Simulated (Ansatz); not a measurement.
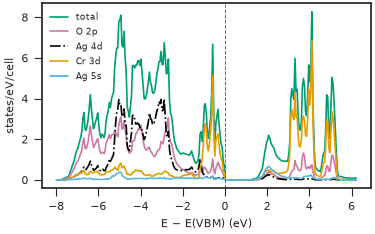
Fig. 1. Total and projected density of states of CrAgO₂ in space group R-3m (No. 166; Cr on 3b, Ag on 3a, O on 6c), plane-wave PAW r²SCAN (Ansatz code)

Problem. Which orbitals carry the states next to the gap?

Solution. Top 1 eV of the valence band: Cr 3d 70 %, O 2p 19 %. Bottom 1 eV of the conduction band: Ag 5s 31 %, Cr 3d 24 %, O 2p 16 %, Ag 4d 12 %, O 2s 8 %, outside the projected shells 7 %. Projections are on Löwdin-orthogonalised atomic valence shells; empty p or d shells of many metals are not among them.

Problem. Where is the tallest occupied peak in this window, and what makes it?

Solution. Near -4.9 eV, about 8.1 states/eV per cell; the largest projected share is Ag 4d.

The first step of the workflow began from a Materials Project structure, measured or hypothetical; the Crystallography Open Database files this formula in space group No. 166, but the cells were not matched. Whether it is the stable phase at ambient conditions was not checked. Symmetry was held in the r²SCAN relaxation; whether a distortion lowers the energy is not shown. Magnetic state: ferromagnetic, the only order run, not a proven ground state. Other orbital occupations within this spin state were not tried. No Hubbard U is applied. Scalar-relativistic: spin–orbit coupling is off unless named, which matters more the heavier the elements.

Potentials: the later of the program's two PAW sets.
